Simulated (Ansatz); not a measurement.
The figure comes from a scan of Sc (hcp, Mg type): one Sc atom of a 2-atom cell moves by s along Cartesian [111], with its periodic images. Computed with PBE (plane waves to 420 eV, PAW, scalar-relativistic; Ansatz, a quantum-chemistry and plane-wave program). k mesh 13×13×7 (Γ-centred), Fermi-Dirac smearing 0.05 eV. The energy includes the smearing's −TS. With partly filled bands, energies and forces of such displacements shift with the k mesh and the smearing. Sc is run without spin polarisation. Sc was relaxed with its symmetry unable to fall. ΔE is measured from the undisplaced structure.

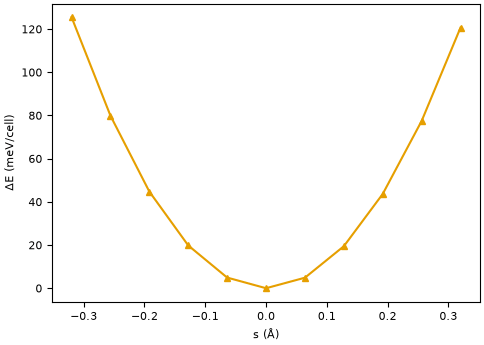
Figure. ΔE (meV/cell) against s (Å); computed points joined by lines.

### Question
Read the plotted values off the figure, to the accuracy that the plot allows.

### Answer
To the nearest 2:

```csv
s (Å),ΔE (meV/cell)
-0.320,126
-0.256,80
-0.192,44
-0.128,20
-0.064,4
0.000,0
0.064,4
0.128,20
0.192,44
0.256,78
0.320,120
```

(A displaced cell: forces are minus the slopes of the energy, force constants its curvatures, and phonons follow from these.)
